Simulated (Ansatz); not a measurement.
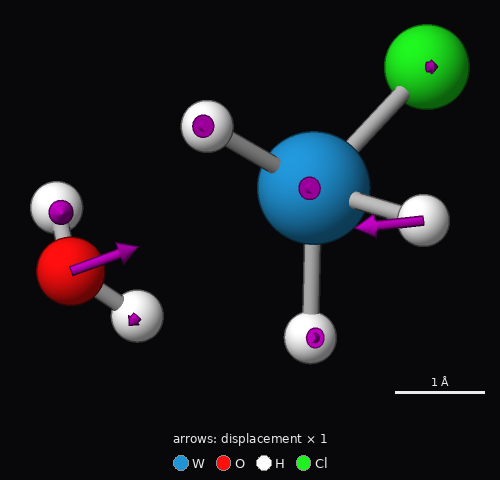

A relaxation of WH₅OCl. The starting structure is drawn; purple arrows show the displacements, at their true length. The two geometries are superimposed by the best rigid fit.

A ball-and-stick model, seen at a tilt.

The run prepares an end point of a later path (reaction) calculation, from a guessed geometry.

Method: RKS PBE/def2-SVP (Ansatz 0.2.0). Set-up: no spin polarisation; force threshold 0.03 eV/Å; at most 50 steps.

What did the optimiser do to the structure, and how much energy did it gain?

The energy falls by 87.1 kJ/mol in 12 accepted moves (13 points after the start). The largest force component goes from 0.95 to 0.026 eV/Å. The line search rejected the trial step at point 9 of the run. The atom that moves furthest after the best rigid fit is an H atom (0.89 Å). Largest moves by element: H 0.89 Å, O 0.83 Å, W 0.36 Å, Cl 0.14 Å. Near-neighbour distances that change, for instance: O–W 3.120 → 2.133 Å, H–W 3.425 → 2.786 Å, H–W 2.924 → 2.785 Å, Cl–W 2.229 → 2.253 Å. New bonds form, among them: O–W (3.12 → 2.13 Å). Among the angles between lasting bonds that change: H–W–H 102.9° → 79.0°, Cl–W–H 93.9° → 107.9°, H–O–H 102.6° → 109.4°. Cost: 53 s on 1 thread of Arm Neoverse V1, on a shared host, peak memory 0.13 GiB.

Limits of the set-up: the start holds two separate molecules, 2.3 Å apart at their closest, whose relative position is a soft coordinate and is computed without a dispersion correction.
